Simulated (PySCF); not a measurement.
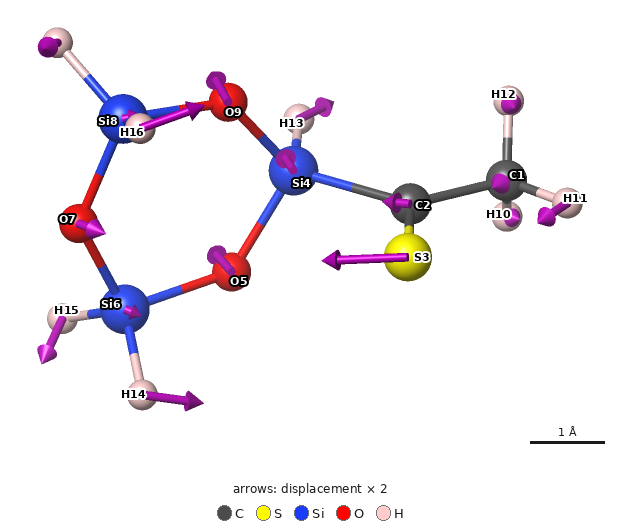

A relaxation of C₂H₈O₃SSi₃. The starting structure is drawn; purple arrows show the displacements, magnified 2 times. The two geometries are superimposed by the best rigid fit.

Style: ball-and-stick. Shown at a tilt.

The start comes from GFN2-xTB. Its atoms were then displaced at random by about 0.01 Å.

These are results of PBE0-D3(BJ)/def2-SVP geometry optimisation, gas phase (PySCF), not measurements. 

> What happened in the run?

The atom that moves furthest after the best rigid fit is the S atom (0.62 Å). By element the largest moves are S 0.62 Å, H 0.47 Å, O 0.43 Å, Si 0.33 Å, C 0.22 Å. Some distances before and after: O–Si 1.610 → 1.671 Å, C–H 1.069 → 1.105 Å, C–Si 1.863 → 1.898 Å, H–Si 1.448 → 1.483 Å. Bond angles that change, for instance: H–Si–H 119.7° → 111.3°, S–C–Si 120.3° → 113.6°, C–Si–H 118.5° → 113.2°. Groups turn about O–Si by about 30°, O–Si by about 30°. Over 13 geometry steps the energy falls by 45.9 kJ/mol. The run took 7.7 min on 1 thread of Arm Neoverse N1 (shared host).
